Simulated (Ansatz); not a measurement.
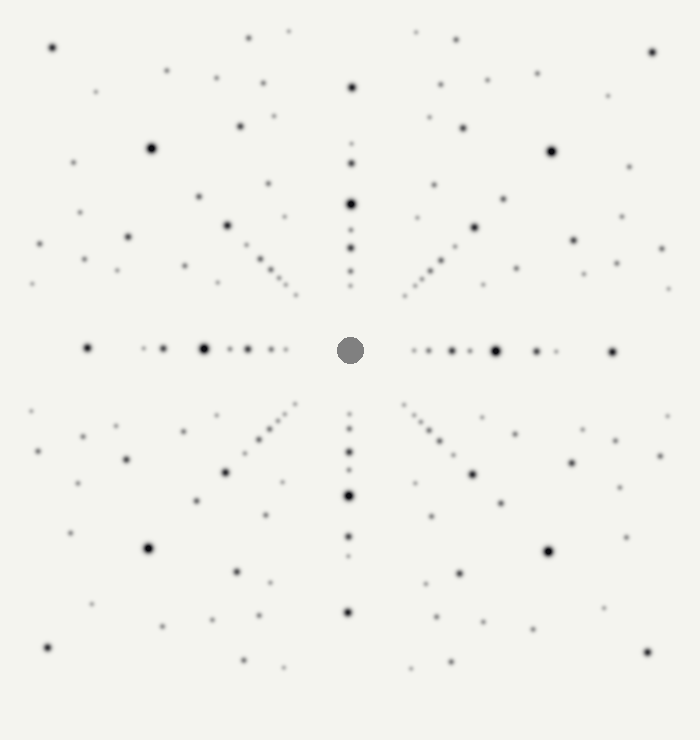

Simulated back-reflection Laue pattern (white X-rays, 0.45 to 2.2 Å, flat plate covering ±45° about the beam, kinematic intensities, seen from the source).

What symmetry does the pattern show?

Answer. 4mm: a fourfold axis with mirror lines.

The crystal is SrHfTl2F6, space group Fm-3m (No. 225), a = 9.162 Å. Structure: the geometry relaxed with DFT, PAW plane waves, r2scan in Ansatz; the starting structure was generated, so it need not be a known form of this composition.

Which direction points towards the source?

Answer. [001] or one equivalent to it by a rotation of the Laue group. In Laue class m-3m no other family of directions with a member of indices 0 and ±1 has this symmetry.
